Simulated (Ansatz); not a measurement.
# CAM-B3LYP/STO-3G run of AlHO2 (SMILES [O]=[Al][OH])

Aim: the vertical ionisation energy of AlHO2 at CAM-B3LYP/STO-3G, from 2 runs. 

The calculation is run with Ansatz 0.2.0.

62 further runs of the same task are left out: 8 that didn't finish, 54 set aside as unsound or not needed.

## Step 1: The system as given

AlHO2 has 4 atoms, charge 0, and is taken as a singlet. As SMILES, `[O]=[Al][OH]`. The shape comes from GFN2-xTB, which is rough for such elements, and wasn't checked as a minimum.

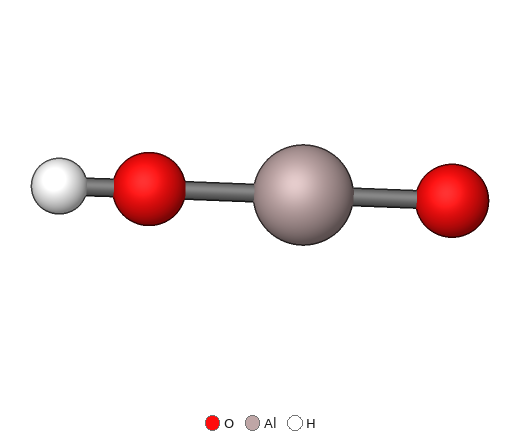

Viewed from a chosen angle; oxygen red, aluminium light grey, hydrogen white.

## Step 2: The energy at CAM-B3LYP/STO-3G

File input.yaml:

```yaml
crystal:
  periodic: [false, false, false]
  atoms:
    - {symbol: O, position_ang: [-1.605830, -1.403740, -0.651200]}
    - {symbol: Al, position_ang: [-0.474020, -0.415070, -0.191330]}
    - {symbol: O, position_ang: [0.698750, 0.609040, 0.285100]}
    - {symbol: H, position_ang: [1.381100, 1.209770, 0.557430]}
basis:
  gaussian: {orbitals: STO-3G}
hamiltonian: {xc: {name: CAM-B3LYP}}
accuracy: high
```

Launch:

```sh
$ ansatz run input.yaml --threads 1 --pin off --max-ram 2610MiB --events-out events.jsonl --progress --plain --runs-dir runs
```

Log:

```text
Warning: RAYON_NUM_THREADS=1 ignored (pool sized by the plan → 1); use --threads N
Functional definition: CAM-B3LYP
  name "CAM-B3LYP"
  parameter alpha = 0.19
  parameter beta = 0.46
  parameter omega = 0.33/bohr
  parameter ac = 0.81
  exchange = (1 - alpha - beta)*b88_x + beta*b88_x_sr(omega) + alpha*exact_x + beta*exact_x_lr(omega)
  correlation = (1 - ac)*vwn5_c + ac*lyp_c
342 factors; integrals over basis functions are off by at most 1.7e-8 eV
141 factors; integrals over basis functions are off by at most 1.1e-9 eV
mean field evaluation 1: about -10557.5349 eV, gradient 4.3e1 eV
mean field evaluation 2: about -10489.6868 eV, gradient 1.7e2 eV
mean field evaluation 4: about -10565.7020 eV, gradient 8.7e0 eV
mean field evaluation 8: about -10565.9085 eV, gradient 9.9e-2 eV
mean field evaluation 16: about -10565.9086 eV, gradient 1.6e-7 eV
mean field -10565.90857279 eV, -388.2899782199 hartree, gradient 5.6e-8 eV, S^2 0.000000; 0 other end points of the search recorded, 0 dependent functions left out
reference -10565.90858479 eV, -388.2899786609 hartree; 15, 15 occupied and 5, 5 virtual orbitals, 342 factors
Total energy: -10565.90858479 eV, -388.2899786609 hartree
```

Wall time 0.83 s (1 thread of Intel Xeon 6975P-C (Granite Rapids), shared host); peak memory 0.11 GiB.

## Step 3: The doublet cation at the same level

File in.yaml:

```yaml
crystal:
  periodic: [false, false, false]
  atoms:
    - {symbol: O, position_ang: [-1.605830, -1.403740, -0.651200]}
    - {symbol: Al, position_ang: [-0.474020, -0.415070, -0.191330]}
    - {symbol: O, position_ang: [0.698750, 0.609040, 0.285100]}
    - {symbol: H, position_ang: [1.381100, 1.209770, 0.557430]}
basis:
  gaussian: {orbitals: STO-3G}
total_charge: 1
magnetization: {spin_polarized: true, initial_magnetization: 1}
hamiltonian: {xc: {name: CAM-B3LYP}}
accuracy: high
```

Launch:

```sh
$ ansatz run in.yaml --threads 1 --pin off --max-ram 2610MiB --events-out events.jsonl --progress --plain --runs-dir runs
```

Log, shortened:

```text
Warning: RAYON_NUM_THREADS=1 ignored (pool sized by the plan → 1); use --threads N
[... 2 set-up lines as earlier in the session ...]
[...]
342 factors; integrals over basis functions are off by at most 1.7e-8 eV
141 factors; integrals over basis functions are off by at most 1.1e-9 eV
[...]
mean field -10560.90995805 eV, -388.1062825163 hartree, gradient 3.7e-8 eV, S^2 0.758596; 2 other end points of the search recorded, 0 dependent functions left out
reference -10560.90997013 eV, -388.1062829604 hartree; 15, 14 occupied and 5, 6 virtual orbitals, 342 factors
Total energy: -10560.90997013 eV, -388.1062829604 hartree
```

Wall time 18 s (1 thread of Intel Xeon 6975P-C (Granite Rapids), shared host); peak memory 0.14 GiB.

## Step 4: Results

At CAM-B3LYP/STO-3G:

| quantity | value |
| --- | --- |
| singlet AlHO2: total energy | -388.28998 Eh |
| doublet cation: total energy | -388.10628 Eh |
| doublet cation: ⟨S²⟩ | 0.759 |
| vertical ionisation energy (to the doublet cation) | 4.999 eV |

In words: The vertical ionisation energy comes to 5.00 eV (115 kcal/mol). In a minimal basis such a difference can be off by several eV, whatever the method.
